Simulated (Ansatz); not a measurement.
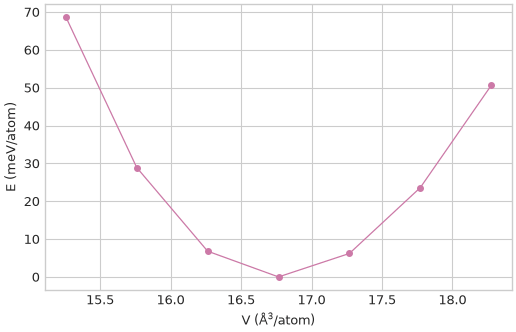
YN in space group P6_3/mmc (No. 194; Y on 2d, N on 2c) under volume change, the program Ansatz at the PBEsol level (PAW), shape and atoms relaxed at each volume.

Q: What does a third-order Birch–Murnaghan fit give for V₀, B₀ and B′?

A: V₀ = 16.77 Å³/atom, B₀ = 138 GPa, B′ = 4.1.

The workflow started from a Materials Project entry (that database holds measured and hypothetical structures alike); the Crystallography Open Database copy checked does not list it. COD files the formula under space group No. 225. Its standing as an ambient phase is unchecked. The PBEsol relaxation kept the symmetry of its start; its stability against distortions is not shown here. No spin polarisation was allowed.

Potentials: the later of the program's two PAW sets.
